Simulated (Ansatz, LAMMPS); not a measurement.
# Charge trapping in a frame of aqueous Cd2+ and SO4 2-, 1.1 mol of salt per kg of water from 280 K (327 atoms): runs compared

Does an extra electron or hole in a frame of aqueous Cd2+ and SO4 2-, 1.1 mol of salt per kg of water from 280 K (327 atoms) stay spread out, or do the atoms trap it?

Computed with Ansatz 0.2.0: Kohn-Sham DFT, PBEsol, PAW (set soft_2), plane waves.

## Step 1: The cell as built

The cell holds 327 atoms: 113 O, 2 S, 210 H and 2 Cd. Its edges and angles: a = 14.667 Å, b = 14.667 Å, c = 14.667 Å, α = 90.0°, β = 90.0°, γ = 90.0°. 105 H2O, 2 Cd2+, 2 SO4 2- placed at random, at 1.22 g/cm³; overlaps pushed apart, then 10 ps at 420 K with divalent ions of Li, Roberts, Chakravorty and Merz (J. Chem. Theory Comput. 9, 2733 (2013)); MMFF94 bonds, angles, torsions, charges and radii (Halgren, J. Comput. Chem. 17, 490 (1996)) in harmonic and 12-6 forms; SPC/E water (Berendsen, Grigera and Straatsma, J. Phys. Chem. 91, 6269 (1987)). Snapshot after 20 ps at 280 K and fixed volume.

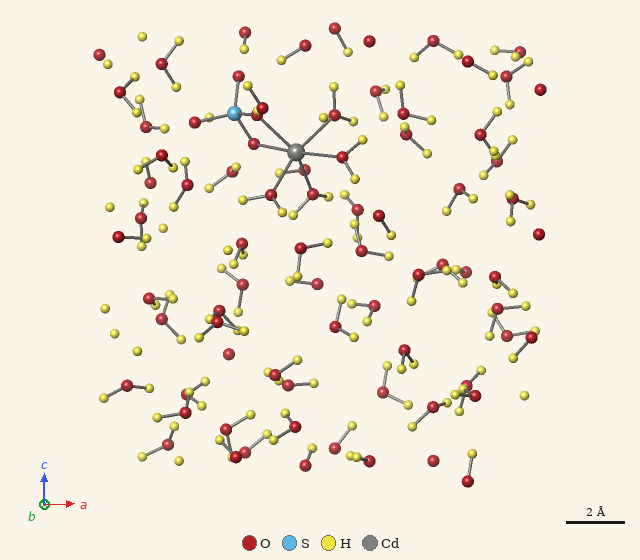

The cell as built. Drawn is a slice 9 Å thick, seen along the normal of the ac plane. Bonds to atoms that aren't drawn are left out.

What the set-up can't give: The network of contacts between molecules at the start is that of the classical potential that made the cell, and needn't be the one that DFT or experiment would give. Sampling is at Γ alone, for a cell whose shortest periodic width is 15 Å. The liquid is relaxed first, so the results are those of a frozen frame at zero temperature.

## Step 2: The reference run

The reference is a single point at the end of the relaxation.

The charged cells start from the geometry of this run, on a uniform background, with spin and a narrow Fermi–Dirac smearing.

Its input, with most atom lines left out:

```yaml
crystal:
  lattice:
    - [14.66679, 0.0, 0.0]
    - [0.0, 14.66679, 0.0]
    - [0.0, 0.0, 14.66679]
  atoms:
    - { symbol: O, position: [0.33035, 0.91469, 0.31882] }
    - { symbol: S, position: [0.26412, 0.87495, 0.25431] }
    - { symbol: O, position: [0.17368, 0.92005, 0.2615] }
    - { symbol: O, position: [0.2513, 0.77408, 0.28082] }
    - { symbol: O, position: [0.30013, 0.87803, 0.15968] }
    - { symbol: O, position: [0.21525, 0.48152, 0.86196] }
    - { symbol: S, position: [0.31335, 0.51051, 0.86261] }
    [... atom lines 8 to 327 left out ...]
kpoints:
  mp_grid: { grid: [1, 1, 1] }
hamiltonian:
  xc: pbesol
scf:
  occupations: { method: fixed }
output:
  forces: true
  stress: true
  populations: true
  dos:
    method: { smearing: { sigma: 0.1 } }
    de: 0.1
    projected: { site_lists: { Cd: [Cd], H: [H], O: [O], S: [S] } }
  eigenvalues: true
  write_density: true
  write_potential: true
  volumetric_format: npy
  elf: true
```

| Item | Value |
| --- | --- |
| free energy per atom | -259.5254 eV/atom |
| r.m.s. force component | 0.00667 eV/Å |
| pressure | -0.376 GPa |

Filled and empty levels are parted by 4.56 eV (at Γ alone); a semilocal functional tends to put such gaps too low. In a disordered cell it changes from sample to sample and from frame to frame.

## Step 3: The runs

Each row is one run, on 4 threads of AMD EPYC 9R14 (Zen 4), shared host. The free energy is the program's total, comparable only between runs with the same functional, potentials and atoms; between charge states it hangs on the program's zero of potential.

```
                                              run  atoms                outcome  ionic steps, all passes  free energy (eV)     time  host memory (GiB)
                        Single point at the start    327              converged                        -        -84839.540     35 s                5.2
                                       Relaxation    327              converged                       60        -84864.814   26 min                5.2
             Single point at the relaxed geometry    327              converged                        -        -84864.814     80 s                5.9
                    An extra electron, atoms held    327              converged                        -        -84862.081  3.6 min                 10
                 An extra electron, atoms relaxed    327              converged                        5        -84862.119  6.3 min                 10
An extra electron, levels at the relaxed geometry    327              converged                        -        -84862.119  4.3 min                 10
          Neutral at the geometry of the electron    327              converged                        -        -84864.760     75 s                5.9
                        An extra hole, atoms held    327              converged                        -        -84862.667  7.5 min                 10
                     An extra hole, atoms relaxed    327  cut at the time limit                       30        -84863.113   58 min                 10
```

In some runs the program notes that the exchange-correlation potential is rough where the density is thin and starting moments were not kept.

## Step 4: Energies and spread of the extra charge

Energies are differences within one cell and functional; the shift is the gain plus the neutral cell's energy at the new geometry, that is how much cheaper the vertical process becomes there. The spread is the participation number of the site moments (1/Σw², over the spin inside atomic spheres), with the atom that holds the largest share and the spin that the spheres hold in all.

| carrier | charged less neutral, atoms held (eV) | gain on relaxing (eV) | neutral cell at that geometry, less the reference (eV) | shift of the vertical energy (eV) | spread, atoms held | spread, relaxed |
| --- | --- | --- | --- | --- | --- | --- |
| electron | 2.733 | 0.038 | 0.053 | 0.091 | - | - |
| hole * | 2.147 | 0.446 | - | - | 23; O1 12 % of 0.49 μB | - |

* The relaxation stopped at its limit.

## Step 5: Findings

The extra electron gains 0.038 eV as the atoms relax: so small a gain shows no trapping at this level. The cell with the electron keeps a moment of only 0.00 μB where one unpaired electron should give 1 μB: the carrier is shared between both spins, which can hide trapping. The extra hole gains 0.45 eV as the atoms relax. With the atoms held, the spheres hold only 0.49 of the 0.99 μB, so the spread is read from a small part of the spin. Adding the two vertical energies gives 4.88 eV, against a gap of 4.56 eV in the neutral cell. The zero of the potential cancels in this sum; the excess isn't taken apart here: charging of a small cell, filling of bands on a coarse mesh and the attraction to the background can all enter.

Caveats: Single energies of charged cells hang on the program's zero of potential. In the spin-polarised runs the search for a state of lower energy was switched off. No distortion was seeded, so a trapped state behind a barrier can't be found. Local and semilocal functionals favour spread-out charges, so trapping can be missed. The concentration wasn't checked against solubility and may exceed it. The reference functional has no dispersion term, which matters for the binding between molecules or layers. The density was typed from a rule of thumb and may lie off the real one at this temperature. Charged cells carry a uniform background, with no correction for images.

The DFT runs together took 1.8 h of wall time.

[Logs are printed without paths, hosts, clocks, repeated set-up lines and the standing remarks that a program may print on its own settings, such as how far it seeks lower states.]

[Hosts, paths, dates, database ids (printed as entryN), source tags and the programs' standing remarks are cut or masked in the printed files.]

[The MMFF94 radii named for the starting cell were scaled by 0.96; in molecules described by MMFF94, hydrogen bound to N, O or S took a small fixed 12-6 site in their place.]
